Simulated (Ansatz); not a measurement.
Converging the plane-wave cutoff: SnSeS (P3m1, 3 atoms in the cell)

```yaml
crystal:
  lattice:
    - [3.77900, 0.00000, 0.00000]
    - [-1.88950, 3.27271, 0.00000]
    - [0.00000, 0.00000, 6.39585]
  atoms:
    - { symbol: Sn, position: [0.33333, 0.66667, 0.01547] }
    - { symbol: Se, position: [0.00000, 0.00000, 0.75771] }
    - { symbol: S, position: [0.66667, 0.33333, 0.23464] }
```

Level of theory: LDA (PW92), default PAW files made with PBE (plane waves; Ansatz, a first-principles code).

Base settings: basis.ecutwfc = 30.9 Ry; kpoints.mp_grid.grid = 8 8 4; hamiltonian.xc = lda; hamiltonian.pseudopotentials = {kind: paw} (the program's default PAW files); scf.occupations.method = fixed.

The second cell is the first with its lattice scaled by 0.98.

The mesh stays at the base's, so the ladder's end is converged at best in this setting alone.

The first pressure column holds Ansatz's estimate of the finite-basis (Pulay) stress, which hides part of the cutoff error; the other is without it.

Only quantities that move along the ladder and can be compared are tabulated.

The count of work is k-points × plane waves × bands × iterations; it is no time. 

The starting cell comes from a database of computed structures (which also holds hypothetical and non-ambient phases and stackings), without a prior relaxation at this level. Its lattice was rescaled by up to half a per cent. One atom was moved a little off its site on purpose. In the base run, with a pressure of about -3 GPa the cell is away from its equilibrium volume at this level.

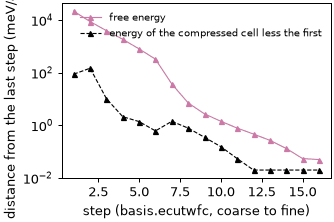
Fig. 1. Distance from the last step along the ladder; very small values are drawn at a floor.

| basis.ecutwfc | free energy less the last step's (meV/atom) | energy of the compressed cell less the first (meV/atom) | pressure (GPa) | pressure without the Pulay estimate (GPa) | largest difference of a force vector from the last step's (eV/Å) | count of work / last |
|---|---|---|---|---|---|---|
| 10.7 Ry | 21946.36 | 75.50 | -5.26 | -490.83 | 0.599 | 0.062 |
| 12.5 Ry | 8831.96 | -161.99 | -3.86 | -235.33 | 0.463 | 0.076 |
| 14 Ry | 3983.58 | -23.21 | -3.90 | -123.25 | 0.459 | 0.100 |
| 15.4 Ry | 1870.85 | -15.04 | -3.59 | -67.58 | 0.013 | 0.11 |
| 16.9 Ry | 805.55 | -14.30 | -3.25 | -35.27 | 0.097 | 0.11 |
| 18.4 Ry | 328.18 | -12.29 | -3.07 | -18.20 | 0.047 | 0.14 |
| 21.7 Ry | 37.37 | -11.48 | -3.09 | -5.25 | 0.021 | 0.16 |
| 24.6 Ry | 7.12 | -12.12 | -3.15 | -3.46 | 0.012 | 0.20 |
| 27.9 Ry | 2.73 | -12.56 | -3.19 | -3.26 | 0.006 | 0.23 |
| 30.9 Ry | 1.43 | -12.75 | -3.21 | -3.25 | 0.002 | 0.27 |
| 33.8 Ry | 0.79 | -12.85 | -3.22 | -3.24 | 0.001 | 0.31 |
| 37.1 Ry | 0.47 | -12.89 | -3.22 | -3.23 | 0.000 | 0.35 |
| 41.5 Ry | 0.27 | -12.90 | -3.22 | -3.23 | 0.000 | 0.42 |
| 46.3 Ry | 0.13 | -12.90 | -3.23 | -3.23 | 0.000 | 0.50 |
| 54 Ry | 0.05 | -12.91 | -3.23 | -3.23 | 0.000 | 0.63 |
| 61.7 Ry | 0.03 | -12.91 | -3.23 | -3.23 | 0.000 | 0.76 |
| 74.2 Ry | 0.00 | -12.91 | -3.23 | -3.23 | 0.000 | 1.0 |

Coarsest basis.ecutwfc that holds the pressure within 0.5 GPa of the last step, with all finer ones: 15.4 Ry, at 0.11 of the last step's count of work; the step before is off by 0.67 GPa.

Coarsest basis.ecutwfc that holds the free energy within 1 meV/atom of the last step, with all finer ones: 33.8 Ry, at 0.31 of the last step's count of work; the step before is off by 1.4 meV/atom.

Coarsest basis.ecutwfc that holds the forces within 0.005 eV/Å of the last step, with all finer ones: 30.9 Ry, at 0.27 of the last step's count of work; the step before is off by 0.006 eV/Å.

The energy difference between the two cells stays within 1 meV/atom of the last step's from 24.6 Ry on, the total only from 33.8 Ry on: much of the error is common to both cells and cancels.

At the lowest cutoff the pressure without the Pulay estimate lies 488 GPa under the last step's, the usual sign of Pulay stress in an incomplete plane-wave basis.

Keys are those of Ansatz 0.2.
